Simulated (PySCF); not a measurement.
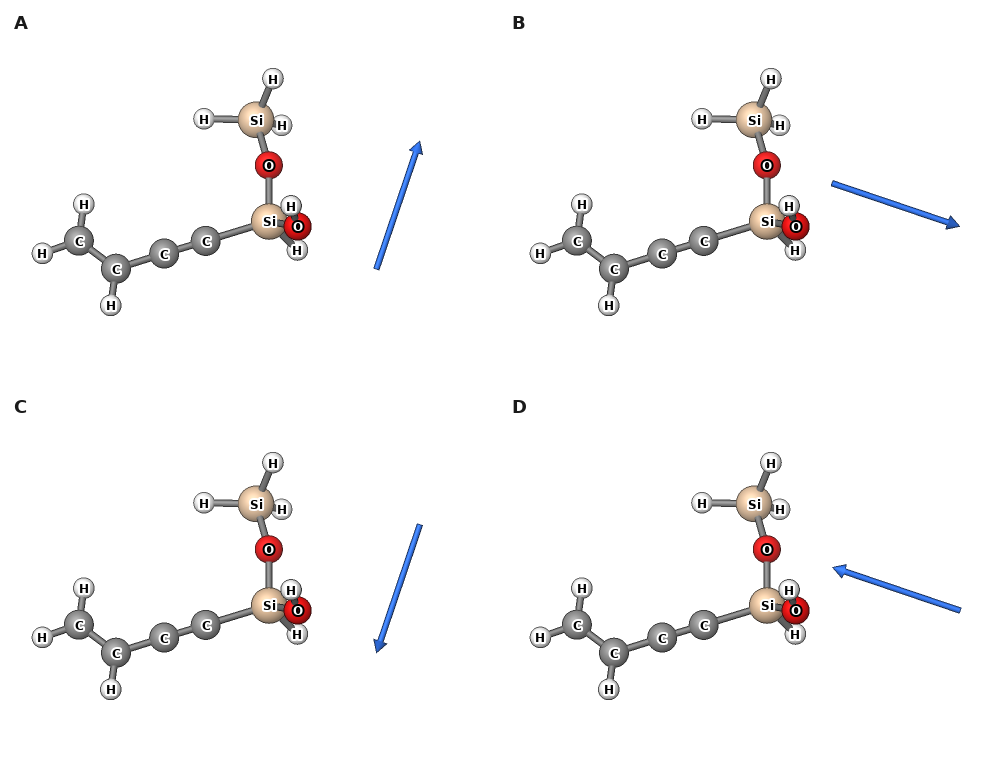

The same molecule four times, each with an arrow. Computed geometry: GFN2-xTB optimisation. No frequency run is at hand to confirm it as a minimum. Level of theory: PBE0/def2-SVPD, gas phase (PySCF 2.14.0).

Which arrow points along the dipole moment, from the negative to the positive end?

Answer. D. The dipole moment is 2.14 D.

The geometry is semi-empirical. Around Si such bond lengths and angles can be off by a tenth of an ångström or more and by several degrees, and values that hang on the shape move with them.
